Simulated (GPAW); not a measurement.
# Polarising a 8-layer slab of Nb(100) with a field along the normal

The dipole of the cell at several fields, atoms fixed. What does the strongest field give, and what length does the slope stand for?

**Method.** GPAW 26.7.0, plane waves (400 eV), PAW setups, PBE, 10×10 mesh, a dipole layer in the vacuum; geometry relaxed without an applied field with GPAW. The cell's area is 10.89 Å², and e/ε0 = 180.95 V Å.

What came out, but for one run:

| field (V/Å) | dipole (e Å) |
| --- | --- |
| −0.2 | −0.1852 |
| −0.1 | −0.0887 |
| −0.05 | −0.0407 |
| 0.05 | 0.0556 |
| 0.1 | 0.1037 |
| 0.2 | 0.1999 |
| 0.3 | ? |

To predict: What is the dipole at 0.3 V/Å?

**Working.** A line through the 6 points has the slope α = 0.963 e Å per V/Å and the intercept p₀ = 0.0074 e Å (r.m.s. residual 7.4e−05). At 0.3 V/Å it gives p = 0.0074 + 0.963 × 0.3 = 0.2962 e Å; the run gives 0.2961 e Å, so the response stays linear to 0.0 % of the induced part. Dividing by ε0 and the area: α/(ε0 A) = 0.963 × 180.95 / 10.89 = 16.00 Å, against 11.37 Å between the outer nuclei. A metal screens fully, so the excess of 4.62 Å puts the image planes about 2.31 Å outside the outer atoms on average.

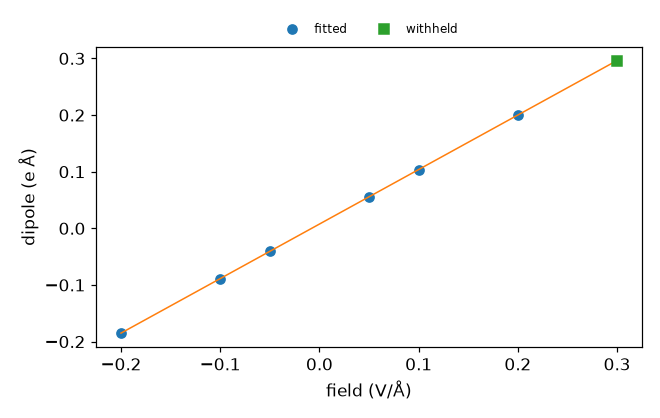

The line and the withheld run.

Caveats: This is the electronic response alone; ions that move would add to it in polar layers. No run was spin-polarised, so magnetic states weren't tested.
